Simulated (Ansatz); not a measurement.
**Lattice dynamics of GeF2 (model cell, started as CdI2 type)**

Task: relax GeF2 (model cell, started as CdI2 type), then find its harmonic phonons.

Main program and level: Ansatz 0.2.0; DFT PBEsol, scalar-relativistic, plane waves, PAW.

The structure was built from a prototype and need not be the compound's stable phase.

### Step 1. Set-up

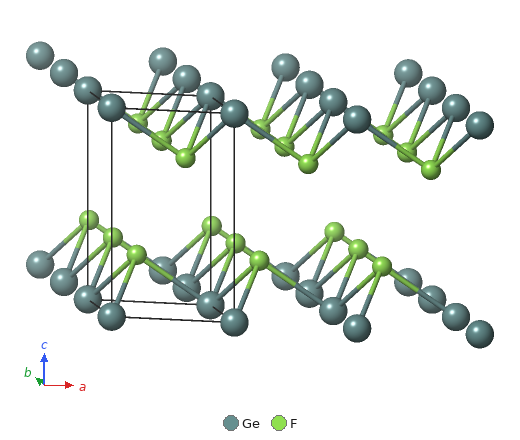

The starting structure, seen slightly off an axis (germanium teal, fluorine green). 3×3×1 cells are drawn. Bonds to atoms that aren't drawn are left out. Some periodic images of atoms are drawn too.

### Step 2. Coarse relaxation

A rough relaxation comes first, because large forces or stress need no tight tolerances yet.

Contents of input.yaml:

```yaml
crystal:
  lattice:
    - [3.2335, 0.0, 0.0]
    - [-1.61675, 2.80029, 0.0]
    - [0.0, 0.0, 5.23827]
  atoms:
    - { symbol: Ge, position: [0.0, 0.0, 0.0] }
    - { symbol: F, position: [0.333333, 0.666667, 0.25] }
    - { symbol: F, position: [0.666667, 0.333333, 0.75] }
kpoints:
  mp_grid: { grid: [9, 9, 4] }
hamiltonian:
  xc: pbesol
scf:
  occupations: { method: gaussian, width: 0.1 }
output:
  forces: true
  stress: true
  eigenvalues: true
relax:
  adjacent_minimum: "off"
  f_tol: 0.05
  max_steps: 80
  cell: { stress_tol: 0.5 }
```

Started as:

```console
$ ansatz run input.yaml --threads 4 --pin off --max-ram 7168MiB --backend cpu --events-out ev --progress --plain --runs-dir out
```

Numbers of over 12 decimals in the logs are rounded to 6 here.

The log of the run:

```text
[...]
F+E_penalty+E_count = -5854.24360451 eV   max|allowed force component| = 1.507e-3 eV/Å   (the final SCF, on the basis selected at the relaxed cell)
  cell:  # Å, volume = 53.5921 Å³
    - [3.533528, 0, 0]
    - [-1.766764, 3.060125, 4.0363213809851285e-18]
    - [0, 7.550407041552073e-18, 4.956246]
  atoms:
    - { symbol: Ge, position: [0, 0, 0.0] }
    - { symbol: F, position: [0.333333, 0.666667, 0.196546] }
    - { symbol: F, position: [0.666667, 0.333333, 0.803454] }
[key lines of the parts left out:]
SCF converged after 7 iterations
Free energy (F): -5854.243605 eV
Fermi energy:    3.571715 eV
P = ⅓ Tr σ = 0.0454 GPa (0.454 kbar)
```

It took 5.3 s on 4 threads of AMD EPYC 7R13 (Zen 3), shared host; peak memory 0.4 GiB.

The steps of the relaxation:

```tsv
step	energy less that of the first step (eV)	largest force component (eV/Å)	pressure (GPa)	volume (Å³)
1	0.0000	0.7785	-0.23	47.43
2	-0.2282	0.2888	-0.30	51.43
3	-0.2588	0.0923	-1.01	53.03
4	-0.2656	0.0082	0.01	52.07
5*	-0.3138	0.0092	1.46	52.07
6	-0.3231	0.0121	0.49	52.96
7	-0.3217	0.0021	-0.02	53.59
8*	-0.3280	0.0015	0.05	53.59
```

Relaxation steps marked * repeat the geometry before them on a plane-wave basis chosen anew for their cell, so energy and pressure can jump there.

The run keeps the 12 symmetry operations that it works with, so distortions that break them were not tested.

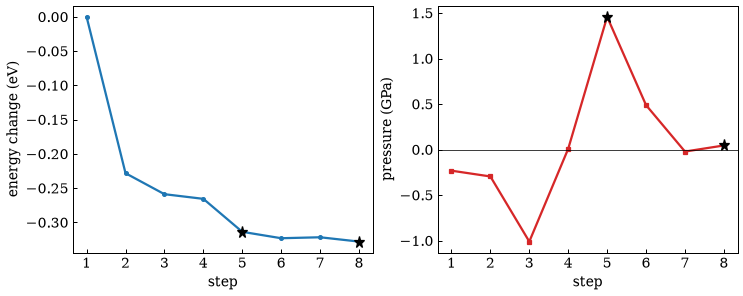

Energy and pressure along the relaxation. Stars mark steps on a basis chosen anew.

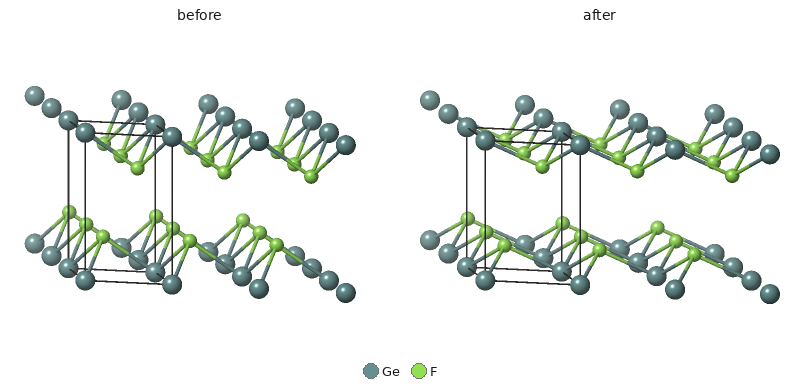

The structure before and after the relaxation, drawn at the same scale. Bonds to atoms that aren't drawn are left out.

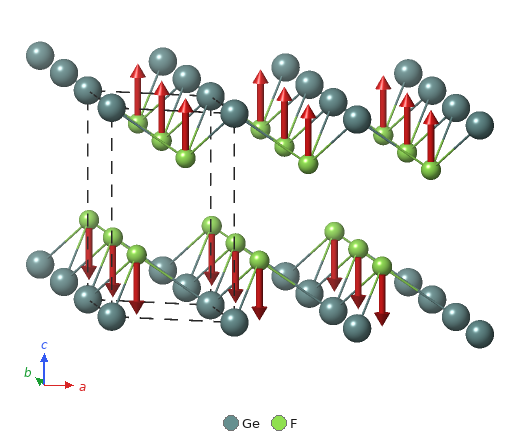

Displacements in the relaxation, exaggerated, measured against the changing cell; the longest in the cell stands for 0.26 Å. Bonds to atoms that aren't drawn are left out. 3×3×1 cells are drawn. Some periodic images of atoms are drawn too.

```tsv
conventional cell, symmetrised	before	after	change
a (Å)	3.233	3.534	+9.3 %
b (Å)	3.233	3.534	+9.3 %
c (Å)	5.238	4.956	-5.4 %
volume (Å³/atom)	15.81	17.86	+13.0 %
```

The atoms that moved most (Å, as changes of fractional coordinates times the final cell):

```tsv
atom	dx	dy	dz	length
F2	0.000	0.000	-0.265	0.265
F3	0.000	0.000	0.265	0.265
```

The relaxed structure:

```cif
data_structure
_symmetry_space_group_name_H-M 'P 1'
_symmetry_Int_Tables_number 1
_cell_length_a 3.5335
_cell_length_b 3.5335
_cell_length_c 4.9562
_cell_angle_alpha 90.000
_cell_angle_beta 90.000
_cell_angle_gamma 120.000
_cell_volume 53.59
loop_
_atom_site_label
_atom_site_type_symbol
_atom_site_fract_x
_atom_site_fract_y
_atom_site_fract_z
_atom_site_occupancy
Ge1 Ge 0.00000 0.00000 0.00000 1
F2 F 0.33333 0.66667 0.19655 1
F3 F 0.66667 0.33333 0.80345 1
```

A gap read on the k-mesh alone can miss the band edges.

Numbers from this step:

```
pressure           : 0.04539 GPa
gap on the k-mesh  : 2.239 eV
volume per atom    : 17.86 Å³
direct gap on mesh : 4.019 eV
```

In this step the volume went from 15.81 to 17.86 Å³/atom.

### Step 3. Bringing the structure to rest

The cell and atoms are relaxed, since residual forces and stress would shift the frequencies.

Contents of input.yaml:

```yaml
crystal:
  lattice:
    - [3.5335276937, 0.0, 0.0]
    - [-1.7667638469, 3.0601247477, 0.0]
    - [0.0, 0.0, 4.9562459856]
  atoms:
    - { symbol: Ge, position: [0.0, 0.0, 0.0] }
    - { symbol: F, position: [0.3333333333, 0.6666666667, 0.1965459988] }
    - { symbol: F, position: [0.6666666667, 0.3333333333, 0.8034540012] }
kpoints:
  mp_grid: { grid: [9, 9, 6] }
hamiltonian:
  xc: pbesol
scf:
  occupations: { method: gaussian, width: 0.02 }
output:
  forces: true
  stress: true
  eigenvalues: true
  write_density: true
  write_potential: true
  elf: true
  volumetric_format: npy
relax:
  adjacent_minimum: "off"
  f_tol: 0.005
  max_steps: 80
  cell: { stress_tol: 0.05 }
```

The log of the run:

```text
[...]
Crystal: 3 atoms, lattice volume = 53.592 Å³
Basis set: ecut = 420 eV, 1043 PW (Γ), exchange–correlation on 48×48×72 points (8 copies of the dense FFT grid, shifted against one another)
Bands: 18, of which v1, the nominal top of the filled ones, is band 14 counted from 1 (13 counted from 0)
Symmetry: 12 space group operations
[...]
k-points: 62 of 486
[...]
SCF iter   1: F=—  HF=-5854.247321 eV  |F-HF|=—  |Δ(HF+E_count)|=         —  Δρ=8.74e-3  dr2=2.25e-2  ethr=1.77e-3  ⟨swp⟩=6.1  Hψ=5263  notcnv=0
[...]
SCF iter   7: F=-5854.243622 eV  HF=-5854.243622 eV  |F-HF|=3.09e-9  |Δ(HF+E_count)|=   1.70e-7  Δρ=2.81e-6  dr2=4.35e-9  ethr=3.57e-10  ⟨swp⟩=8.9  Hψ=7923  notcnv=0
SCF 1 converged in 7 iterations: F = -5854.243622 eV  dr2 = 4.35e-9
[...]
relax step   1: F+E_penalty+E_count = -5854.24362183 eV  Δ(F+E_penalty+E_count) = +0.000e0 eV  max|allowed force component| = 1.527e-3 eV/Å  Δτ_max = 0.0000 Å  P = +0.045 GPa  Ω = 53.592 Å³  (7 SCF iters, dr2 threshold 1.00e-7 eV, accepted)
Crystal: 3 atoms, lattice volume = 53.627 Å³
[...]
SCF iter   5: F=-5854.243563 eV  HF=-5854.243563 eV  |F-HF|=8.72e-10  |Δ(HF+E_count)|=   1.33e-8  Δρ=9.51e-7  dr2=5.32e-10  ethr=6.79e-11  ⟨swp⟩=7.0  Hψ=6078  notcnv=0
SCF 2 converged in 5 iterations: F = -5854.243563 eV  dr2 = 5.32e-10
relax step   2: F+E_penalty+E_count = -5854.24356319 eV  Δ(F+E_penalty+E_count) = +5.864e-5 eV  max|allowed force component| = 7.010e-4 eV/Å  Δτ_max = 0.0013 Å  P = -0.002 GPa  Ω = 53.627 Å³  energy of the carried Pulay correction = -9.454e-5 eV  (5 SCF iters, dr2 threshold 1.90e-8 eV, accepted)
[...]
SCF iter   1: F=—  HF=-5854.243645 eV  |F-HF|=—  |Δ(HF+E_count)|=         —  Δρ=1.22e-5  dr2=1.05e-8  ethr=1.54e-7  ⟨swp⟩=3.0  Hψ=8179  notcnv=0
eigensolver tolerance schedule: the retry pair's looser diagonalisation over-reported the residual by 4087.98 of it (diagonalisation noise at 0.25 of the residual, at the tolerance the schedule requests for it); recorded, not acted on — ethr = c·dr2/N_el stays at c = 1.0e-1
[...]
SCF iter   2: F=—  HF=-5854.243614 eV  |F-HF|=—  |Δ(HF+E_count)|=   3.06e-5  Δρ=5.78e-6  dr2=2.67e-9  ethr=3.76e-11  ⟨swp⟩=2.3  Hψ=2006  notcnv=0
[...]
SCF iter   5: F=-5854.243614 eV  HF=-5854.243614 eV  |F-HF|=1.09e-11  |Δ(HF+E_count)|=  4.27e-11  Δρ=1.48e-7  dr2=9.81e-12  ethr=1.00e-12  ⟨swp⟩=5.1  Hψ=4536  notcnv=0
SCF 3 converged in 5 iterations: F = -5854.243614 eV  dr2 = 9.81e-12
relax step   3: F+E_penalty+E_count = -5854.24361421 eV  Δ(F+E_penalty+E_count) = -5.102e-5 eV  max|allowed force component| = 6.747e-4 eV/Å  Δτ_max = 0.0000 Å  P = +0.002 GPa  Ω = 53.627 Å³  stress off target by 3.59e-2 GPa  SCF on the basis re-selected at this cell (its energy is not comparable with the rows above)  (5 SCF iters)
[...]
SCF converged after 5 iterations
Free energy (F): -5854.243614 eV
[...]
Internal energy: -5854.243614 eV  (E = F + TS)
E sigma→0 (E₀):  -5854.243614 eV
Fermi energy:    3.562505 eV
[...]
--- Forces (eV/Å), atoms counted from 1 ---
  atom   1  Ge     0.00000000     0.00000000     0.00000000
  atom   2  F      0.00000000     0.00000000    -0.00067470
  atom   3  F      0.00000000     0.00000000     0.00067470
  max |Σ_I F_I| component: 1.85e-17 eV/Å
--- Stress (GPa, compression-positive) ---
        0.021039      -0.000000       0.000000
       -0.000000       0.021039      -0.000000
        0.000000      -0.000000      -0.035946
  P = ⅓ Tr σ = 0.0020 GPa (0.020 kbar)
--- Band table (eV; the first three rows and the last of 62) ---
  k-point 0: bands = [... 10 lower, -1.2340, -1.2340, -0.3940, 0.0513, 5.3306, 8.8388, 8.8388, 10.1623]
  k-point 1: bands = [... 10 lower, -1.2375, -1.2375, -0.5556, 0.2459, 5.1528, 8.8357, 8.8357, 10.6167]
  k-point 2: bands = [... 10 lower, -1.2459, -1.2459, -0.7489, 0.5080, 4.8316, 8.8295, 8.8295, 11.7035]
  k-point 61: bands = [... 10 lower, -1.7624, -0.5167, -0.5167, 2.4425, 7.2306, 8.1418, 8.1418, 12.8754]
--- Relaxed structure (2 steps of the walk, 2 accepted, 1 SCFs on fresh bases) ---
[...]
cell:  # Å, volume = 53.6272 Å³
    - [3.536020, 2.8887888301857362e-11, 0]
    - [-1.768010, 3.062283, 0]
    - [0, 0, 4.952507]
  atoms:
    - { symbol: Ge, position: [0, 0, 0] }
    - { symbol: F, position: [0.333333, 0.666667, 0.196281] }
    - { symbol: F, position: [0.666667, 0.333333, 0.803719] }
```

It took 3 s on 4 threads; peak memory 0.42 GiB; 10 s of CPU time.

Little changed from the start: no atom moved by 0.005 Å and no cell edge by 0.1 %.

Numbers from this step:

| Item | Value |
| --- | --- |
| pressure | 0.002044 GPa |
| gap on the k-mesh | 2.240 eV |
| volume per atom | 17.88 Å³ |
| direct gap on mesh | 3.992 eV |

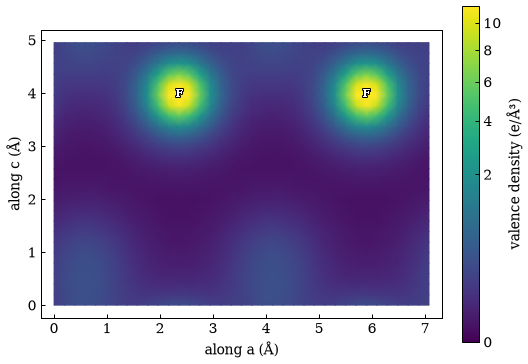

Valence density in the ac plane at fractional y = 0.333, with atoms of F within 0.2 Å of it. It is the smooth field of the valence electrons, not physical close to the nuclei. The colour scale is stretched toward low values.

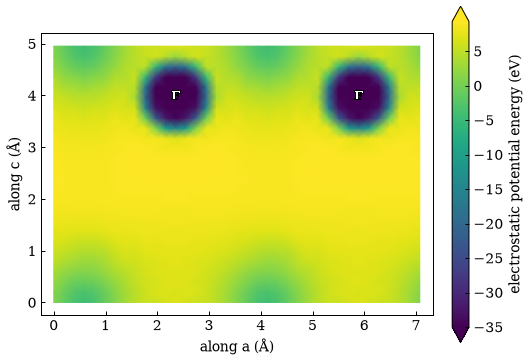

Electrostatic potential energy in the ac plane at fractional y = 0.333, with atoms of F within 0.2 Å of it. With pseudopotentials it is smooth inside the atoms' cores, unlike the true potential.

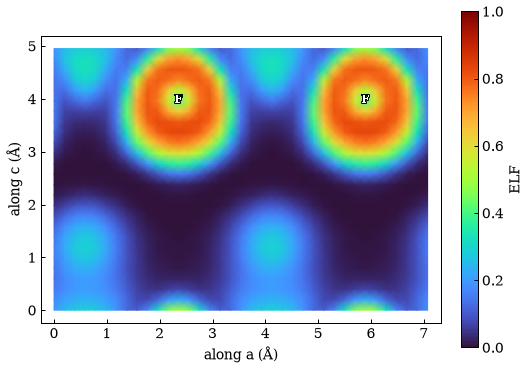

ELF in the ac plane at fractional y = 0.333, with atoms of F within 0.2 Å of it. It is the smooth field of the valence electrons, not physical close to the nuclei.

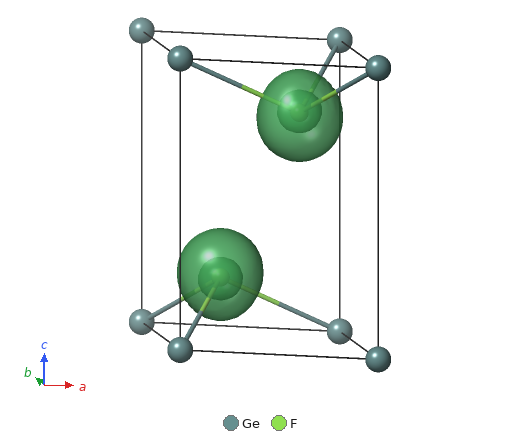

Surface of ELF = 0.75. Bonds to atoms that aren't drawn are left out.

In this step the volume went from 17.86 to 17.88 Å³/atom.

### Step 4. Relaxing to small forces for the phonons

Phonons need a cell at rest on their own settings, so the relaxation is repeated with tight tolerances on forces and stress on the k mesh and occupations of the first response run.

Contents of input.yaml:

```yaml
crystal:
  lattice:
    - [3.5360203691, 0.0, 0.0]
    - [-1.7680101846, 3.0622834679, 0.0]
    - [0.0, 0.0, 4.9525067837]
  atoms:
    - { symbol: Ge, position: [0.0, 0.0, 0.0] }
    - { symbol: F, position: [0.3333333333, 0.6666666667, 0.1962805069] }
    - { symbol: F, position: [0.6666666667, 0.3333333333, 0.8037194931] }
kpoints:
  mp_grid: { grid: [9, 9, 6] }
hamiltonian:
  xc: pbesol
scf:
  occupations: { method: fixed }
output:
  forces: true
  stress: true
  eigenvalues: true
relax:
  adjacent_minimum: "off"
  f_tol: 0.001
  max_steps: 60
  cell: { stress_tol: 0.01 }
```

The log of the run:

```text
[...]
Crystal: 3 atoms, lattice volume = 53.627 Å³
Basis set: ecut = 420 eV, 1043 PW (Γ), exchange–correlation on 48×48×72 points (8 copies of the dense FFT grid, shifted against one another)
Bands: 18, of which v1, the nominal top of the filled ones, is band 14 counted from 1 (13 counted from 0)
Symmetry: 12 space group operations
[...]
k-points: 62 of 486
[...]
--- Relaxed structure (19 steps of the walk, 18 accepted, 12 SCFs on fresh bases) ---
[...]
cell:  # Å, volume = 52.1175 Å³
    - [3.537551, 2.8879974094618214e-11, -2.7358917031334635e-18]
    - [-1.768776, 3.063609, 4.604540487401523e-18]
    - [-3.8318563823558944e-18, 5.23441316190466e-18, 4.808921]
  atoms:
    - { symbol: Ge, position: [0, 0, 0] }
    - { symbol: F, position: [0.333333, 0.666667, 0.201823] }
    - { symbol: F, position: [0.666667, 0.333333, 0.798177] }
[key lines of the parts left out:]
SCF converged after 6 iterations
Free energy (F): -5854.243850 eV
Fermi energy:    2.706671 eV
P = ⅓ Tr σ = -0.0016 GPa (-0.016 kbar)
```

It took 30 s on 4 threads; peak memory 0.42 GiB; 1.8 min of CPU time.

Step by step (22 of 31):

```tsv
step	energy less that of the first step (eV)	largest force component (eV/Å)	pressure (GPa)	volume (Å³)
1	0.0000	0.0007	0.00	53.63
2	-0.0001	0.0002	0.00	53.61
4	-0.0004	0.0001	0.00	53.51
5*	-0.0001	0.0001	-0.02	53.51
7	-0.0007	0.0000	0.00	53.32
8*	-0.0001	0.0000	-0.01	53.32
10	-0.0008	0.0000	0.00	53.12
11*	-0.0001	0.0001	-0.01	53.12
12	-0.0007	0.0001	0.00	52.92
14	-0.0007	0.0000	0.00	52.75
15*	-0.0001	0.0000	0.00	52.75
17	-0.0004	0.0063	-0.06	52.65
18	-0.0005	0.0003	0.00	52.62
20	-0.0004	0.0001	0.00	52.54
21*	-0.0001	0.0001	-0.01	52.54
22	-0.0004	0.0000	0.00	52.46
24	-0.0004	0.0000	0.00	52.37
25*	-0.0002	0.0001	-0.01	52.37
27*	-0.0002	0.0000	0.00	52.26
28	-0.0005	0.0000	0.00	52.19
30	-0.0004	0.0000	0.00	52.12
31*	-0.0002	0.0000	0.00	52.12
```

Relaxation steps marked * repeat the geometry before them on a plane-wave basis chosen anew for their cell, so energy and pressure can jump there. Other such steps can lie between the rows shown. Relaxation step 17 was tried and not accepted.

Forces are held to the 12 operations that the run works with; a distortion that breaks them can't arise in this run.

```tsv
conventional cell, symmetrised	before	after	change
a (Å)	3.536	3.538	+0.0 %
b (Å)	3.536	3.538	+0.0 %
c (Å)	4.953	4.809	-2.9 %
volume (Å³/atom)	17.88	17.37	-2.8 %
```

The atoms that moved most (Å, as changes of fractional coordinates times the final cell):

```tsv
atom	dx	dy	dz	length
F2	0.000	0.000	0.027	0.027
F3	0.000	0.000	-0.027	0.027
```

Final coordinates:

```cif
data_structure
_symmetry_space_group_name_H-M 'P 1'
_symmetry_Int_Tables_number 1
_cell_length_a 3.5376
_cell_length_b 3.5376
_cell_length_c 4.8089
_cell_angle_alpha 90.000
_cell_angle_beta 90.000
_cell_angle_gamma 120.000
_cell_volume 52.12
loop_
_atom_site_label
_atom_site_type_symbol
_atom_site_fract_x
_atom_site_fract_y
_atom_site_fract_z
_atom_site_occupancy
Ge1 Ge 0.00000 0.00000 0.00000 1
F2 F 0.33333 0.66667 0.20182 1
F3 F 0.66667 0.33333 0.79818 1
```

Numbers from this step:

```yaml
pressure: -0.001587 GPa
gap_on_the_k_mesh: 2.205 eV
volume_per_atom: 17.37 Å³
direct_gap_on_mesh: 3.963 eV
```

The largest force component left is 0.022 meV/Å and the pressure is -0.002 GPa, within the tolerances set. The cell now holds 17.37 Å³/atom.

[end of part 1 of 3]

[Logs are printed without paths, hosts, clocks, repeated set-up lines and the standing remarks that a program may print on its own settings, such as how far it seeks lower states.]

[Hosts, paths, dates, database ids (printed as entryN), source tags and the programs' standing remarks are cut or masked in the printed files.]
